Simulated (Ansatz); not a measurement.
SiC (4H type, space group P6_3mc)

Space group P6₃mc (No. 186); a = 3.0778 Å, b = 3.0778 Å, c = 10.0773 Å, α = 90.00°, β = 90.00°, γ = 120.00°

```json
[
 {"atom": "Si", "site": "2a", "symmetry": "3m.", "x": "0.0000", "y": "0.0000", "z": "0.0003"},
 {"atom": "Si", "site": "2b", "symmetry": "3m.", "x": "0.3333", "y": "0.6667", "z": "0.2502"},
 {"atom": "C", "site": "2a", "symmetry": "3m.", "x": "0.0000", "y": "0.0000", "z": "0.3129"},
 {"atom": "C", "site": "2b", "symmetry": "3m.", "x": "0.3333", "y": "0.6667", "z": "0.0622"}
]
```

E(V) scan at fixed shape, V₀ the volume above. The atoms relax within the cell's symmetry.

All values below come from r2SCAN (plane waves to 500 eV, PAW, scalar-relativistic; Ansatz, a first-principles code). k mesh 12×12×4 (Γ-centred), Fermi-Dirac smearing 0.05 eV. Energies are smeared free energies. With the shape held, the modulus is that of even scaling; a crystal free to change shape is softer. SiC was relaxed with its symmetry unable to fall. The PAW data are Ansatz's earlier set. The zero of ΔE is the relaxed starting cell.

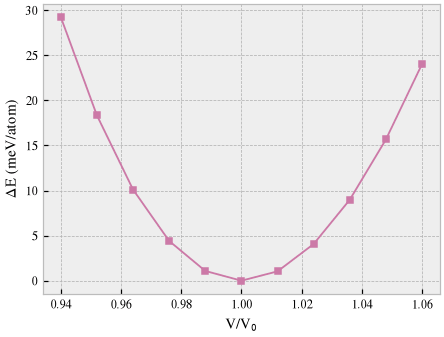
Fig. 1. ΔE (meV/atom) against V/V₀; computed points joined by lines.

The energy cost of the largest expansion comes out as 24.0 meV/atom. The pressure at the smallest volume is 15.9 GPa. The equilibrium volume of the fit is 10.33 Å³/atom, the bulk modulus at fixed cell shape B₀ (third-order Birch-Murnaghan fit) comes out as 228 GPa and the pressure for 5 % compression (fit) is 12.9 GPa.

Check by three points about V = 10.334 Å³/atom, step 0.124: d²E/dV² ≈ (1.1 − 2·0.0 + 1.0) meV / 0.124² = 0.137 eV/Å⁶, and V·d²E/dV² × 160.2 = 226 GPa.

(Under strain, the slope of the energy per volume gives the stress and its curvature an elastic modulus.)
